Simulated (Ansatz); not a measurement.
Molecular dynamics, with input and output: C3H12OSi2 (part 4 of 4)

The same run, continued: C3H12OSi2; RKS BHLYP-D4/STO-3G (Ansatz 0.2.0). It belongs to a series of runs on one base structure; here: dynamics from the last frame of an earlier run.

Geometry of the input (Å):
```
Si -0.1355  -0.2251  -0.1211
Si -0.0892  0.0131  2.1753
H  -0.5763  1.3543  2.3682
H  -0.7307  -1.3534  2.3557
H  1.0683  0.0513  3.0528
C  1.6140  -0.8980  -0.3736
H  1.4745  -1.6532  0.5754
H  1.3851  -1.6835  -1.0871
H  2.5599  -0.3300  -0.2943
O  -1.0529  1.1364  -0.6896
C  -2.3995  1.1154  0.1095
H  -2.7289  0.4852  0.9864
H  -2.5388  2.1234  0.5144
H  -3.2229  0.7706  -0.5402
C  -0.8645  -2.0187  -0.5375
H  -2.0462  -2.1017  -0.5386
H  -0.2362  -2.6957  -1.3086
H  -0.7125  -2.7855  0.2860
```

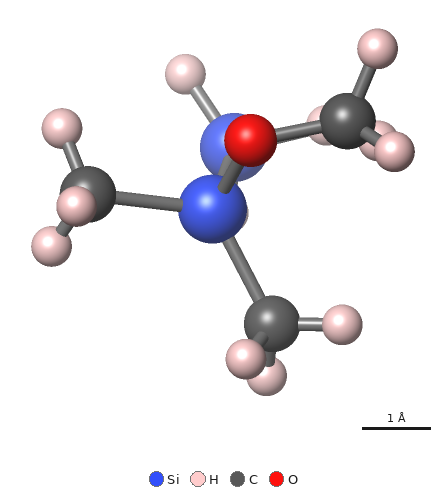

**Figure 1.** The geometry at step 190 of the log (ball-and-stick view, seen at a tilt).

Trajectory as extended XYZ, continued:
```
18
Properties=species:S:1:pos:R:3:forces:R:3 step=120 time_fs=60.0 energy=-20857.47529 temperature=1022.1
Si   -0.1540   -0.3657   -0.0432    0.8878   3.1281   0.5672
Si   -0.3401   -0.1639    2.2700    1.2644  -0.4109  -0.9982
H    -1.5122    0.4036    2.7568   -1.4483  -0.0781   0.2110
H    -0.0922   -1.3789    3.0324    0.1517   0.5736  -0.3600
H     0.5038    0.9136    2.5911    1.1154   0.1151   0.5311
C     1.6458   -0.1824   -0.8096   -2.2189  -1.5293   1.0830
H     2.0239   -1.2244   -0.5433    0.3390   1.9209  -1.0854
H     1.4182   -0.0728   -1.9136    1.2852  -0.0518   1.5535
H     2.2864    0.6275   -0.3410   -1.0703  -1.2702  -1.0728
O    -1.1553    0.9094   -0.7846    1.9934  -1.7439   0.5081
C    -2.3268    1.1073    0.0188   -0.9700  -2.9099  -2.4386
H    -2.3249    0.5373    0.9378   -0.7076  -0.2404   0.2857
H    -2.3474    2.1001    0.2582   -0.5019   3.9505   1.2086
H    -3.2448    0.8901   -0.6030    0.7321  -0.0039   0.9323
C    -1.0272   -1.9164   -0.4259   -0.5211   2.0077   0.3657
H    -1.9193   -1.8033    0.2039    0.2942  -1.4912  -0.5058
H    -1.2717   -1.8405   -1.4368   -1.2842   0.0477  -2.0277
H    -0.4371   -2.7745   -0.3891    0.6590  -2.0142   1.2423
18
Properties=species:S:1:pos:R:3:forces:R:3 step=130 time_fs=65.0 energy=-20856.81826 temperature=863.4
Si   -0.1557   -0.3205   -0.0333   -0.0180   2.0350   0.3993
Si   -0.3388   -0.1922    2.2534   -0.4510   4.6908   0.0637
H    -1.6770    0.3324    2.9094    2.5874  -0.8461  -1.5014
H    -0.0797   -1.3185    2.9949    0.7435  -1.6255   0.6764
H     0.7504    0.8639    2.4192   -1.5231  -1.4823   0.7117
C     1.5913   -0.1539   -0.8319   -3.9836  -1.7999   1.0326
H     1.9097   -1.1638   -0.7851    1.5020  -0.9034   0.2019
H     1.3830    0.0197   -1.8463    0.0064   0.7142  -1.7847
H     2.2521    0.5547   -0.4427    1.2344   1.1109   0.9182
O    -1.1602    0.9605   -0.8175    1.9225  -1.9043   1.1921
C    -2.3147    1.1066    0.0056   -1.7479   3.7889   1.3691
H    -2.3327    0.4535    0.8975   -0.2980   0.5154  -0.2774
H    -2.4423    2.2755    0.4062    0.5335  -3.8004  -1.2342
H    -3.2386    0.8887   -0.5586    0.0371   0.0673  -0.0867
C    -1.0378   -1.8839   -0.4569   -1.7319  -0.2771  -1.3126
H    -1.9930   -1.9224    0.1197    1.0325   0.1017  -0.2617
H    -1.4053   -1.5155   -1.4887    0.8734  -2.6301   1.2562
H    -0.5491   -2.9122   -0.2870   -0.7193   2.2448  -1.3624
18
Properties=species:S:1:pos:R:3:forces:R:3 step=140 time_fs=70.0 energy=-20856.67573 temperature=925.0
Si   -0.1533   -0.2687   -0.0426   -2.5403  -0.7603   1.9436
Si   -0.3497   -0.1591    2.2586    3.8442  -3.5997  -1.1200
H    -1.4890    0.1671    2.8564   -2.9623   1.8140   1.1910
H    -0.0245   -1.3714    3.1138   -0.1510   1.1793  -1.7638
H     0.7744    0.6408    2.3831    0.7092   1.4875   1.3273
C     1.4614   -0.1371   -0.8234    3.5256   0.7229  -2.9818
H     2.0595   -1.0863   -0.9887   -1.1189   1.2617   0.8092
H     1.2772    0.2211   -1.8879    0.1280  -0.4624   1.5982
H     2.1741    0.6403   -0.4107   -1.2051  -1.2672  -0.2007
O    -1.1288    0.9556   -0.8234    0.4665  -0.0312   0.8380
C    -2.3068    1.1831   -0.0219   -2.3346  -8.2078  -2.2500
H    -2.4173    0.4344    0.8003    0.3994   0.8641  -0.1831
H    -2.4746    2.0629    0.3867   -0.1148   6.2230   2.3074
H    -3.2938    0.9218   -0.5460    1.7113   0.7641  -0.2665
C    -1.0522   -1.8343   -0.4543   -2.4523   0.4962   0.9927
H    -2.0237   -1.8835    0.0444   -0.0967   1.3601   0.3446
H    -1.3598   -1.7067   -1.4446   -0.2016  -0.5314  -2.3457
H    -0.8499   -2.8473   -0.2516    2.3933  -1.3128  -0.2403
18
Properties=species:S:1:pos:R:3:forces:R:3 step=150 time_fs=75.0 energy=-20856.61567 temperature=770.1
Si   -0.1487   -0.2215   -0.0241   -3.5800  -2.9502   1.2680
Si   -0.3496   -0.1356    2.2547   -0.0989   0.5782   1.1415
H    -1.6416    0.3205    2.9162    1.8188  -0.1598  -1.1883
H     0.0005   -1.2710    3.0492   -0.2289  -0.6804  -0.6062
H     0.8095    0.6425    2.5518   -0.3313   0.8683   0.4924
C     1.4038   -0.1136   -0.8336    1.8452   1.3089   0.5704
H     2.0396   -0.8974   -1.1000    0.6985  -2.1077   0.2667
H     1.2077    0.3545   -1.7288   -0.8259   1.2508  -2.7904
H     1.9888    0.6197   -0.3419    1.0933   0.6382   0.8423
O    -1.0885    0.9498   -0.8068   -1.0682   1.5412  -0.0884
C    -2.3299    1.1854   -0.0974    0.6595   3.8535   3.1872
H    -2.3788    0.5278    0.7468   -0.3853  -0.6326   1.0780
H    -2.4947    2.3104    0.4596    1.2118  -3.6239  -2.4907
H    -3.2566    1.0048   -0.5900   -0.8783  -0.1462  -1.8333
C    -1.0978   -1.7914   -0.4562   -2.6181  -2.1289  -3.6403
H    -2.1515   -1.6621   -0.0431    1.8828  -0.8739  -0.0567
H    -1.3481   -2.0390   -1.5698    0.6682   2.3098   1.7359
H    -0.7133   -2.8260   -0.3518    0.1367   0.9548   2.1118
18
Properties=species:S:1:pos:R:3:forces:R:3 step=160 time_fs=80.0 energy=-20857.32036 temperature=1206.1
Si   -0.1907   -0.2052   -0.0077   -2.6777  -3.5568  -0.4355
Si   -0.3340   -0.1392    2.2515    3.1393   2.3990   0.9254
H    -1.4966    0.5031    2.8169    0.0408  -0.6245  -0.1073
H     0.0775   -1.3571    2.8698   -0.6177  -0.3748   0.0281
H     0.8174    0.7768    2.6968   -1.7799  -1.2092  -0.7077
C     1.3846   -0.0489   -0.8469    1.8281   0.3737  -2.1206
H     2.0533   -0.9672   -1.0715   -1.7221   2.1453   0.5222
H     1.0709    0.5197   -1.7937    1.1884  -1.3912   1.3997
H     1.9051    0.6803   -0.2311    0.9803  -0.0872  -0.3830
O    -1.0871    0.9801   -0.7631    0.3112   0.6576  -1.2535
C    -2.3423    1.1894   -0.1416   -0.9030  -4.0449   0.6695
H    -2.3813    0.6018    0.8516   -1.3274   0.3476  -2.2170
H    -2.3092    2.1240    0.2271   -0.4687   5.2648   1.4592
H    -3.2544    1.1205   -0.8268    1.3579  -0.5940   1.1121
C    -1.1490   -1.8256   -0.5188    3.2634   1.1394   2.5819
H    -2.1124   -1.6032   -0.1324   -1.2327  -0.9304   0.6205
H    -1.2274   -2.0805   -1.5332    0.0659   0.0410  -1.8439
H    -0.5874   -2.6437   -0.0085   -1.4463   0.4444  -0.2501
18
Properties=species:S:1:pos:R:3:forces:R:3 step=170 time_fs=85.0 energy=-20856.94680 temperature=1065.4
Si   -0.2436   -0.2323    0.0115   -1.2182  -1.0511  -1.7630
Si   -0.3111   -0.1374    2.2562   -1.9348  -3.7081  -1.5296
H    -1.4960    0.4938    2.7109   -0.8690  -0.7471   0.1734
H     0.0173   -1.5154    2.7244   -0.6277   1.4970   0.0365
H     0.5113    0.7560    2.7134    3.7966   2.8556   1.6398
C     1.3704    0.0609   -0.8403   -0.1764   1.1334   6.0699
H     1.9278   -0.8077   -0.8443    1.8604  -1.8566  -0.8555
H     1.1889    0.5457   -1.6914   -0.7779   1.2661  -4.9050
H     1.8830    0.8499   -0.2566    0.1020  -0.9957  -0.0994
O    -1.0992    1.0122   -0.7546    1.5174  -1.2190   0.4654
C    -2.3781    1.1565   -0.1585    0.9802   6.8215  -1.7060
H    -2.6074    0.6512    0.7495   -0.7808  -1.1766   0.8162
H    -2.3075    2.3362    0.0963   -1.4558  -3.0913  -0.1006
H    -3.0321    1.0766   -1.0305   -1.4977  -0.4924   0.7729
C    -1.1686   -1.8854   -0.5123    0.2605   3.5085   1.0143
H    -2.2064   -1.7039   -0.1817    0.4988  -0.4973  -0.3764
H    -1.1575   -2.0704   -1.6041    0.4301  -0.5944   1.1877
H    -0.7046   -2.5364    0.2107   -0.1077  -1.6524  -0.8406
18
Properties=species:S:1:pos:R:3:forces:R:3 step=180 time_fs=90.0 energy=-20857.34412 temperature=953.1
Si   -0.2839   -0.2641    0.0224    1.0281  -0.3840  -1.3030
Si   -0.3099   -0.1497    2.2584   -0.6750   3.5976   2.7289
H    -1.6821    0.4140    2.7059    1.9872  -1.5544  -0.7449
H    -0.0205   -1.4488    2.7955   -0.1752   0.1259   0.2055
H     0.5641    0.9454    2.9859   -1.1133  -2.3319  -1.7286
C     1.3952    0.1763   -0.7862    0.0465  -4.3274  -3.2635
H     2.0064   -0.8119   -0.7246   -0.7991   2.3951  -0.4275
H     1.3575    0.4995   -1.9500   -0.1733  -0.9480   3.9095
H     1.9039    0.8963   -0.2083    0.7860   1.3102   0.6784
O    -1.0743    0.9985   -0.7340   -1.1893   0.4366   0.8631
C    -2.3892    1.1848   -0.2047   -4.2688  -3.2585  -1.7651
H    -2.8700    0.5815    0.6638    2.1154   0.9542  -1.0142
H    -2.5974    2.1945   -0.0224   -0.0716   2.5274   0.8023
H    -3.1743    0.9132   -1.0150    1.5067   0.5135   0.9167
C    -1.1743   -1.8995   -0.4644    0.5733  -0.9682   1.8035
H    -2.2738   -1.8323   -0.3376    0.8656   0.0886   0.3417
H    -1.0406   -2.1598   -1.4886    0.3811  -0.0186  -1.1755
H    -0.7905   -2.8071    0.1219   -0.8243   1.8418  -0.8273
18
Properties=species:S:1:pos:R:3:forces:R:3 step=190 time_fs=95.0 energy=-20857.04974 temperature=612.5
Si   -0.2959   -0.2910    0.0071    2.2146  -0.3507   0.9427
Si   -0.2974   -0.1305    2.2929   -0.5873  -1.3871  -1.4607
H    -1.6569    0.1353    2.5126   -0.7713   0.3438   0.6127
H    -0.0474   -1.3784    2.9217    0.1027  -0.4174  -0.0195
H     0.4856    0.7755    2.9765    0.9101   1.3241   0.4455
C     1.4264    0.2139   -0.7605   -1.4192  -0.6744   6.5800
H     2.0277   -0.6290   -0.6776    1.8447  -1.9907   0.6368
H     1.4422    0.3748   -1.7531   -0.4525   2.0079  -4.1386
H     1.8762    0.9957   -0.0512   -0.9084  -1.0837  -2.1675
O    -1.0389    1.0247   -0.6827   -3.1121   1.6468  -0.2473
C    -2.4340    1.1825   -0.2746   -1.3451   3.4570  -0.7595
H    -2.7491    0.5932    0.5127   -0.1141  -1.8319   3.0352
H    -2.9001    2.2180   -0.0074    2.6752  -1.2538  -0.1868
H    -3.2219    0.9401   -0.9562    0.0906  -1.0058  -2.3875
C    -1.1612   -1.9419   -0.4117    1.4187  -0.0659  -0.8266
H    -2.2117   -1.9498   -0.4411   -1.8899   1.0260   0.3223
H    -0.9055   -2.1385   -1.4203    0.3505  -0.0947  -1.6457
H    -0.9609   -2.9094    0.0267    0.9928   0.3504   1.2645
18
Properties=species:S:1:pos:R:3:forces:R:3 step=200 time_fs=100.0 energy=-20857.26742 temperature=678.6
Si   -0.2813   -0.2955    0.0174    1.8944  -0.1057   0.8708
Si   -0.2855   -0.1398    2.3423    0.6724  -0.8871  -0.6555
H    -1.7052    0.0004    2.3924   -0.1255   0.6596   1.0624
H    -0.0201   -1.3705    3.0742   -0.0728   0.3222  -0.6522
H     0.5858    0.8254    3.0311   -1.0387  -0.1533  -0.6712
C     1.4368    0.2287   -0.7251    0.7144  -2.7015  -4.5697
H     2.2356   -0.5933   -0.7283   -1.4242   1.4252   0.6281
H     1.4904    0.5770   -1.8906   -1.0515  -1.0733   3.7767
H     1.7910    1.0637   -0.1813    0.6093   1.0462   0.9834
O    -1.0471    1.0685   -0.6309   -2.6536   1.0739  -0.4620
C    -2.5076    1.1930   -0.3115    0.9657  -1.7820   0.6616
H    -2.6053    0.5405    0.6214   -1.4348   0.4945  -1.8349
H    -2.8324    2.1742    0.0492    0.7713   0.6966  -0.2177
H    -3.2112    0.9858   -1.2077    1.4193  -0.4627   1.7675
C    -1.1305   -1.9702   -0.4147   -0.3065   1.0022  -4.0090
H    -2.2406   -1.8611   -0.4976    1.1165   0.0788   0.5085
H    -0.8254   -2.1984   -1.4924   -0.4903   0.3946   1.6614
H    -0.9271   -2.8981    0.0857    0.4345  -0.0282   1.1519
18
Properties=species:S:1:pos:R:3:forces:R:3 step=210 time_fs=105.0 energy=-20857.54292 temperature=858.8
Si   -0.2664   -0.2899    0.0114    1.9258   0.6381   1.3715
Si   -0.2863   -0.1525    2.3738   -0.2959   0.1507  -2.0791
H    -1.7404   -0.0337    2.3221    0.5993   0.4050   1.3809
H     0.0446   -1.3451    3.0795   -0.0809  -0.3356  -0.1163
H     0.5189    0.8832    3.0393   -1.0106  -0.3059  -0.5956
C     1.4550    0.1927   -0.7080   -0.7173   2.1317   3.5151
H     2.3824   -0.3566   -0.6130   -0.3433  -0.8583  -0.4203
H     1.2913    0.6318   -1.6308   -0.0900  -0.2121  -3.2169
H     1.6955    1.1667   -0.1936   -0.3419  -1.3724   0.2940
O    -1.1000    1.1092   -0.5875    0.1927  -1.1974  -0.7903
C    -2.5445    1.1432   -0.3446    3.4993   3.1662   2.1695
H    -2.6812    0.5781    0.5602   -1.7115  -0.9530   0.2756
H    -2.6501    2.2213   -0.0188   -0.8737  -1.0475  -0.5647
H    -3.1560    0.9688   -1.2018   -0.9081  -0.8641  -0.8529
C    -1.0738   -1.9498   -0.4283    0.3277   0.4828   1.1305
H    -2.1523   -1.7626   -0.4350    0.1244  -0.5600   0.5451
H    -0.8471   -2.2128   -1.4382    0.4996  -0.6052  -0.7783
H    -0.7647   -2.7754    0.2872   -0.7958   1.3369  -1.2677
18
Properties=species:S:1:pos:R:3:forces:R:3 step=220 time_fs=110.0 energy=-20857.43201 temperature=727.1
Si   -0.2445   -0.3023    0.0192    0.7362   2.2993   1.6994
Si   -0.3023   -0.1773    2.4075    0.1985  -2.0330  -2.3227
H    -1.6980    0.0313    2.4973   -0.5442  -0.1365   0.8775
H     0.1523   -1.4257    3.1082   -0.6556   1.4092  -0.7443
H     0.3347    0.9423    2.9552    0.5322   0.6775   0.3408
C     1.4509    0.1678   -0.6920   -2.7199   2.2261  -0.3063
H     2.4411   -0.2777   -0.5831   -0.7176  -0.8915  -0.7549
H     1.0856    0.5687   -1.6945    1.9934  -1.0401   1.0543
H     1.5304    1.0734   -0.0946    0.5192   0.5559  -0.2197
O    -1.1466    1.1387   -0.5498    1.9446  -2.5295  -0.0184
C    -2.5600    1.1048   -0.3612   -1.2591   0.1819  -1.1075
H    -2.9492    0.4030    0.4078    0.2767   0.8013   0.3094
H    -2.7311    2.1793   -0.1573   -1.1933  -0.5107   0.5974
H    -3.2152    0.8477   -1.2702    1.4974   0.3016   0.7741
C    -1.0200   -1.8842   -0.4488    0.2638  -0.6143   1.0362
H    -2.0652   -1.7907   -0.2306   -1.0764   0.1125  -1.1109
H    -0.7611   -2.2947   -1.4375   -0.4982   0.0043   0.8005
H    -0.7560   -2.5177    0.4014    0.7023  -0.8141  -0.9048
18
Properties=species:S:1:pos:R:3:forces:R:3 step=230 time_fs=115.0 energy=-20857.51453 temperature=691.5
Si   -0.2170   -0.2879    0.0324   -0.8829   2.5919   1.1822
Si   -0.3119   -0.2238    2.4197   -1.0366   2.1429  -0.0546
H    -1.7606   -0.0433    2.8383    1.8001  -0.6127  -0.6373
H     0.1910   -1.4656    3.0242   -0.1234   0.9637  -0.1916
H     0.2830    1.1028    2.9934   -0.5057  -2.6334  -0.9868
C     1.4343    0.1700   -0.6908   -1.3297  -0.5872   0.8112
H     2.3289   -0.4383   -0.6853   -0.1584  -0.2717   0.6463
H     1.2210    0.4203   -1.7003    0.0798   0.7411  -1.0920
H     1.4980    1.0459   -0.0820    1.5845   1.2361  -0.3069
O    -1.1460    1.1224   -0.5080    1.0951  -1.2162   0.6576
C    -2.5808    1.0759   -0.3671    0.3066  -0.0503  -0.6626
H    -3.0584    0.3353    0.2871    0.4511   0.2410   0.8969
H    -2.9244    2.0976   -0.1585   -0.1579  -0.1039   0.6091
H    -3.0319    0.8337   -1.3188   -0.2912  -0.1556  -1.1487
C    -0.9904   -1.8198   -0.4872   -0.1751  -2.6374   2.4530
H    -2.0353   -1.8011   -0.2126   -0.6224   0.1374  -0.9362
H    -0.7799   -2.4323   -1.3484   -0.1309   0.7065  -0.8622
H    -0.6317   -2.4450    0.3411    0.0970  -0.4923  -0.3772
18
Properties=species:S:1:pos:R:3:forces:R:3 step=240 time_fs=120.0 energy=-20857.19181 temperature=931.8
Si   -0.2033   -0.2651    0.0477   -0.8877   2.3607   2.2334
Si   -0.3423   -0.2559    2.4272    1.3478  -1.5557  -1.3832
H    -1.5356   -0.3240    3.1291   -1.8048   0.3920  -0.1075
H     0.2121   -1.4694    3.0216    0.5538   0.7329  -0.5287
H     0.2799    0.9144    2.9011    0.6191   0.4204   0.3686
C     1.4205    0.1858   -0.6660    0.8813   2.2479  -3.3930
H     2.1778   -0.6088   -0.7376   -0.0544   0.6113   0.8223
H     1.2904    0.5132   -1.7932   -0.1339  -0.9776   2.8750
H     1.7533    1.1563   -0.1882    0.2263  -1.8719  -0.3346
O    -1.0967    1.0403   -0.4702   -2.0647   2.1757   0.1711
C    -2.5703    1.0506   -0.3522    0.8855   1.4904  -2.0653
H    -3.0095    0.3845    0.3725   -0.1697  -1.6190   0.0252
H    -3.0755    2.0124   -0.0178    1.7233  -0.3455  -0.5712
H    -2.8971    0.9121   -1.4382   -0.4878  -0.4502   1.8510
C    -0.9790   -1.7638   -0.4650    0.9850  -5.1163  -0.3537
H    -2.0549   -1.7873   -0.3124    0.1787  -0.1374   0.6012
H    -0.7901   -2.4080   -1.3492   -0.0135   1.8808  -0.3037
H    -0.4170   -2.4088    0.2532   -1.7844  -0.2385   0.0931
18
Properties=species:S:1:pos:R:3:forces:R:3 step=250 time_fs=125.0 energy=-20857.65779 temperature=1164.3
Si   -0.1882   -0.2358    0.0698    0.7644  -0.2183   3.4482
Si   -0.3512   -0.3060    2.4139    0.1962   1.2976   0.3595
H    -1.5409   -0.4824    3.3000    0.6170   0.5827  -1.5267
H     0.3674   -1.4280    2.8336    0.9694  -0.7540   0.2589
H     0.3785    0.8979    2.8755   -0.6398  -1.0321  -0.0658
C     1.4509    0.2113   -0.6782    0.6023  -0.8545   0.2289
H     2.0569   -0.6616   -0.7616    0.6020  -0.9494  -0.0946
H     1.3313    0.5631   -1.6608   -0.9971   0.0650  -1.9636
H     2.1187    0.9700   -0.3341   -0.0804   0.6301   1.7873
O    -1.0546    0.9915   -0.4171   -3.6630   4.5834  -1.5407
C    -2.5116    1.0492   -0.3542    1.2662  -1.0392   1.6449
H    -2.9262    0.2516    0.3456    0.1552   0.8236  -1.2694
H    -2.9331    2.0061    0.0148    0.8315  -0.0004   0.1027
H    -2.8735    0.9615   -1.3697   -0.7347  -0.6381  -0.6294
C    -0.9597   -1.7813   -0.4297   -0.6772  -0.7231  -2.3175
H    -2.0516   -1.7828   -0.3615    0.4529   0.0657   0.5445
H    -0.7512   -2.1175   -1.4429    0.2390   0.1259  -0.0163
H    -0.5246   -2.4736    0.2236    0.0962  -1.9648   1.0490
```

Summary:

| quantity | value |
| --- | --- |
| outcome | finished |
| mean temperature over the second half | 939 K |
| trajectory | 250 steps, 125 fs |
| ensemble | nvt_langevin |
| temperature in the input | 1000.0 K |
| time step | 0.5 fs |
| potential energy (last step) | −20857.6580 eV |
| mean-field energy (last step) | −20857.1124 eV |
| largest force (length of the vector) (last step) | 6.066 eV/Å |
| hardware | 1 thread of Arm Neoverse V1, 24 GiB of memory available, shared host |
| wall time | 20 min |
| peak memory | 0.14 GiB |

Notes:

So short a trajectory is not equilibrated. The logged temperature at the start can lie below the typed one, since it is counted over all degrees of freedom.
